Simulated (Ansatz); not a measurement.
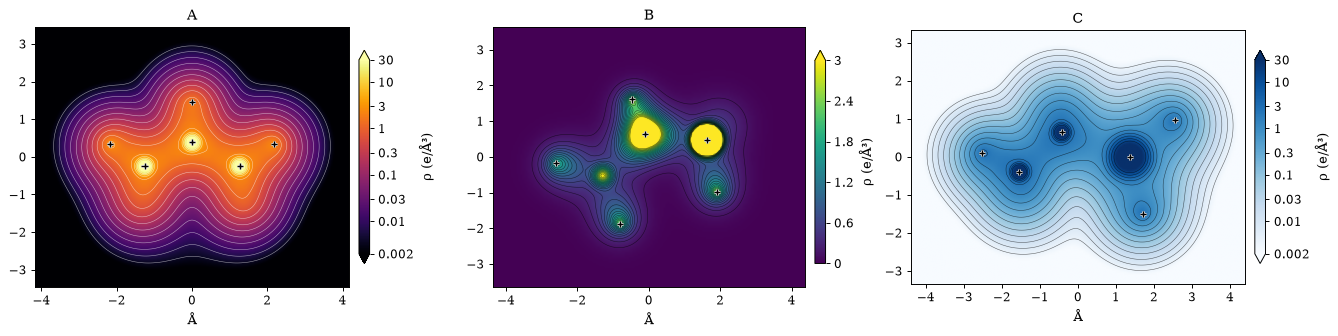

The total electron density of 3 systems, each on a plane through atoms (crosses mark nuclei in the plane).

Computed with isolated molecule in a Gaussian basis; Kohn-Sham density functional theory, functional PBE0 (Ansatz 0.2.0).

System 1: BrH6NSi2 (SMILES [SiH3]N[SiH2]Br), the plane of atoms N2, Si3 and H7. Geometry: PBE0-D3(BJ)/def2-SVP.

```yaml
atoms:
  - { symbol: Br, position_ang: [3.5203, 2.4538, -0.3827] }
  - { symbol: N, position_ang: [0.2547, 1.9494, -0.7517] }
  - { symbol: Si, position_ang: [-0.5964, 1.4866, 0.7060] }
  - { symbol: Si, position_ang: [1.7829, 1.3769, -1.3059] }
  - { symbol: H, position_ang: [-0.4619, 2.4957, 1.8012] }
  - { symbol: H, position_ang: [-2.0521, 1.3156, 0.4161] }
  - { symbol: H, position_ang: [-0.0056, 0.1925, 1.1530] }
  - { symbol: H, position_ang: [-0.0837, 2.7908, -1.2137] }
  - { symbol: H, position_ang: [1.9258, -0.0518, -0.9251] }
  - { symbol: H, position_ang: [1.8945, 1.5989, -2.7720] }
```

System 2: C3H5Mg (SMILES [CH2]1[CH]2[CH2][Mg]12) (doublet), the plane of atoms C1, C2 and H6. Geometry: PBE-D3(BJ)/def2-SVP.

```yaml
atoms:
  - { symbol: C, position_ang: [-1.4961, 0.1719, -0.8996] }
  - { symbol: C, position_ang: [-0.7421, 0.7069, -1.9729] }
  - { symbol: C, position_ang: [-1.4807, 0.6220, 0.4434] }
  - { symbol: Mg, position_ang: [0.7130, 0.1911, -0.2235] }
  - { symbol: H, position_ang: [-1.9408, -0.8290, -1.0708] }
  - { symbol: H, position_ang: [-0.7958, 0.2442, -2.9682] }
  - { symbol: H, position_ang: [-0.4798, 1.7839, -1.9659] }
  - { symbol: H, position_ang: [-2.0721, 0.0974, 1.2068] }
  - { symbol: H, position_ang: [-1.2806, 1.6919, 0.6533] }
```

System 3: C2H7Ge (SMILES C[CH2][GeH2+]) (charge +1), the plane of atoms C2, C1 and Ge3. Geometry: PBE0-D3(BJ)/def2-SVP.

```csv
atom,x (Å),y (Å),z (Å)
C,0.1352,0.0730,-0.4729
C,1.3786,0.2068,0.3951
Ge,-1.5542,0.2583,0.3972
H,-1.6843,0.5309,1.8991
H,0.0670,-0.9046,-0.9940
H,1.4479,1.1952,0.8709
H,1.4202,-0.5608,1.1806
H,-2.8605,0.1388,-0.3930
H,0.0963,0.8116,-1.3004
H,2.2716,0.0819,-0.2338
```

### Match each panel to its system.

Panel A is system 2, C3H5Mg: the plane holds C and H. C–C (1.42 Å): the density is about 2 e/Å³ at the midpoint. Panel B is system 1, BrH6NSi2: the plane holds N, Si and H. Si–N (1.75 Å): the density is about 1 e/Å³ at the midpoint. Panel C is system 3, C2H7Ge: the plane holds C, Ge and H. C–C (1.52 Å): the density is about 1.6 e/Å³ at the midpoint.
